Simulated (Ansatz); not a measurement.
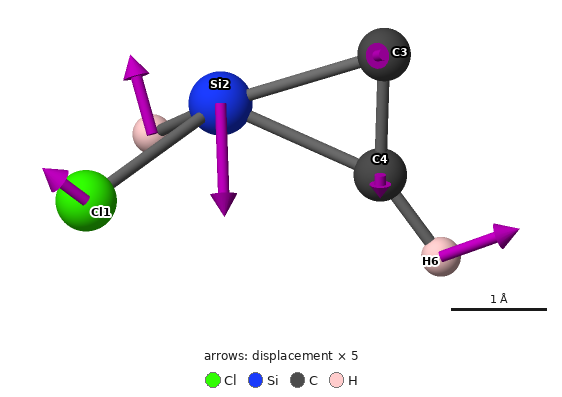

A relaxation of C$_{2}$H$_{2}$ClSi (charge −1). The starting structure is drawn; purple arrows show the displacements, magnified 5 times. The two geometries are superimposed by the best rigid fit.

Style: ball-and-stick. Shown from a free direction.

The run prepares an end point of a later path (hydrogen shift) calculation, from a guessed geometry.

Method: Ansatz 0.2.0, RKS B3LYP-D4/def2-SVP.

Input file:
```yaml
crystal:
  periodic: [false, false, false]
  atoms:
    - { symbol: Cl, position_ang: [-1.05999, -0.98503, -1.91571] }
    - { symbol: Si, position_ang: [-0.0246, 0.50855, -0.63918] }
    - { symbol: C, position_ang: [-0.7242, 0.94545, 1.07292] }
    - { symbol: C, position_ang: [0.08888, -0.12649, 1.09393] }
    - { symbol: H, position_ang: [1.22852, 0.51511, -1.39271] }
    - { symbol: H, position_ang: [0.4914, -0.85759, 1.78074] }
total_charge: -1
basis:
  gaussian: { orbitals: def2-SVP }
hamiltonian:
  xc: b3lyp
  dispersion: d4
relax:
  f_tol: 0.02
  max_steps: 50
```

Launched with:
```bash
ansatz run input.yaml --threads 1 --pin off --max-ram 2048MiB --backend cpu --events-out ev --progress --plain --runs-dir out
```

### What did the optimiser do to the structure, and how much energy did it gain?

After 10 accepted moves (11 points after the start) the energy has fallen by 4.32 kcal/mol. The largest force component goes from 1.6 to 0.011 eV/Å. The line search rejected the trial step at point 9 of the run. The atom that moves furthest after the best rigid fit is Si2 (0.24 Å). By element the largest moves are Si 0.24 Å, H 0.18 Å, Cl 0.12 Å, C 0.08 Å. Near-neighbour distances that change, for instance: Si2–C4 1.849 → 1.769 Å, Cl1–Si2 2.221 → 2.174 Å, Si2–H5 1.462 → 1.495 Å, C3–C4 1.346 → 1.370 Å. Bond angles that change, for instance: Cl1–Si2–C4 109.7° → 120.7°, C3–Si2–H5 141.1° → 131.8°, C4–Si2–H5 115.6° → 124.5°. The run took 20 s on 1 thread of Intel(R) Xeon(R) 6975P-C (Granite Rapids) (shared host), peak memory 0.16 GiB.

Limits of the set-up: the basis has no diffuse functions, which an anion needs.
